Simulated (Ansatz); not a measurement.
## Electronic structure of Ca₂O₂ (quintet) in real space

```xyz
4

Ca   -1.8385   -0.5814   -0.0899
Ca    1.8767    0.4384    0.1093
O    -0.2987    1.1184   -0.1542
O     0.2605   -0.9754    0.1347
```

Geometry: PBE0-D4/def2-TZVP.

Method: UKS PBE0-D4/def2-TZVP (Ansatz 0.2.0).

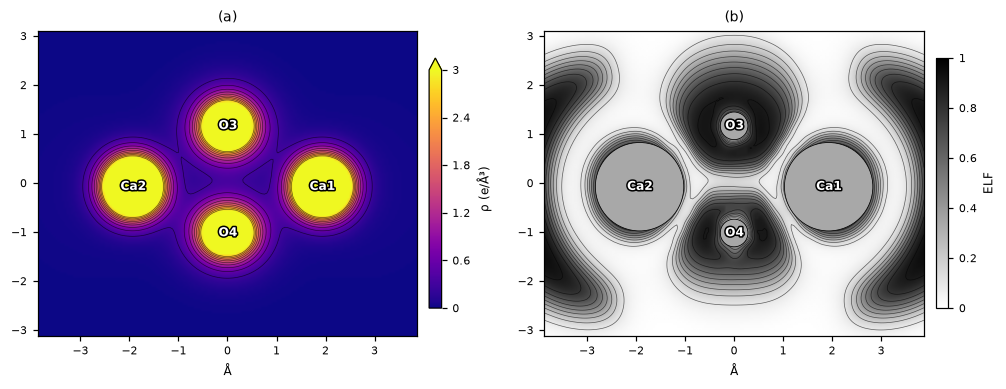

Figure 1. (a) electron density; (b) electron localisation function on the molecular plane. Grey discs cover the atomic cores in the ELF map.

What do the fields say about this system?

- The plane passes through Ca and O nuclei.
- Ca–O (2.15 Å): ρ is about 0.43 e/Å³ halfway; the ELF peaks at about 0.90 in the valence shell of O, 0.6 Å from its nucleus, and drops to about 0.15 between the two atoms: a largely ionic contact.
- Ca–O (2.29 Å): the density is about 0.3 e/Å³ at the midpoint; the ELF is about 0.10 at the midpoint; an ionic contact with no shared pair.

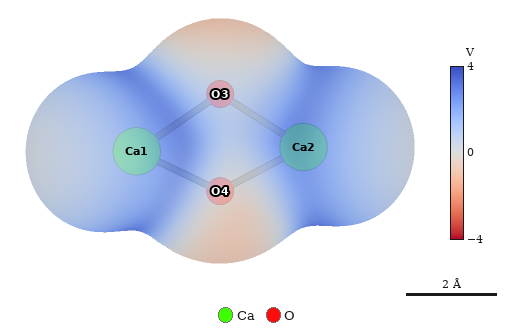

Figure 2. The molecular electrostatic potential painted on the density surface at 0.002 e/bohr³, seen at a tilt; the colour scale runs from red (negative) to blue (positive).

Where is the surface potential most negative and most positive?

The most negative region (about −0.9 V, or −21 kcal/mol for a unit charge) lies over O3, the most positive (about +3.0 V, or +69 kcal/mol for a unit charge) over Ca1 and Ca2.

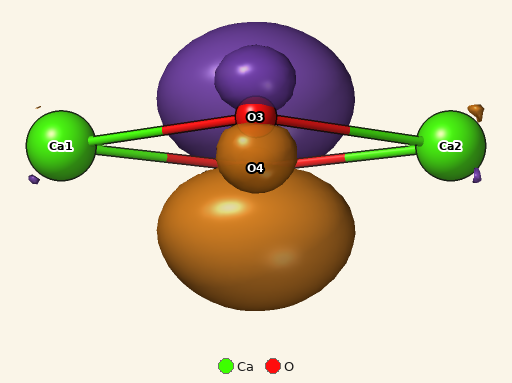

Figure 3. One frontier orbital at ±0.15 Å⁻³ᐟ² (orange and purple are the two phases), seen from one side.

Which orbital is it: HOMO (β) or LUMO (β)?

The HOMO (β), at −8.14 eV. By Hirshfeld shares it lies mainly on O4 (about 75 %) and O3 (about 5 %); it changes sign across the molecular plane (π type).
